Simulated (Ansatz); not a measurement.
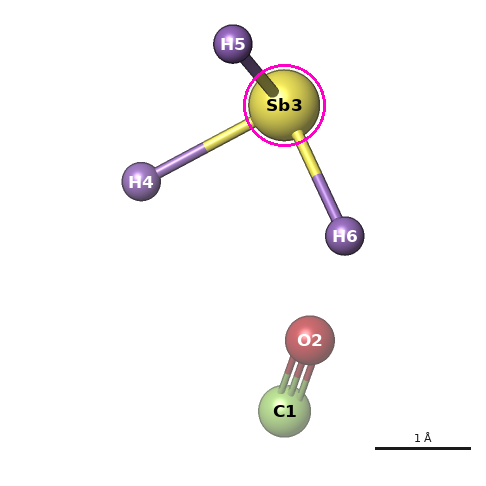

Orthographic view. Depth is shown by fading: the farther an atom, the more it takes the colour of the background. The computed structure is the end point of a PBE-D4/def2-SVP optimisation. No frequency run is at hand to confirm it as a minimum.

Q: Name the neighbours of the circled atom.

A: The circled atom is Sb3; it is bonded to H4, H5, H6.

Q: Which atom is nearest the viewer?

A: H5, 2.1 Å in front of the mean position.

Q: Which atom is farthest from the viewer?

A: C1, 2.6 Å behind the mean position.

Q: Which two atoms are farthest apart in space?

A: C1 and H5, 6.17 Å.
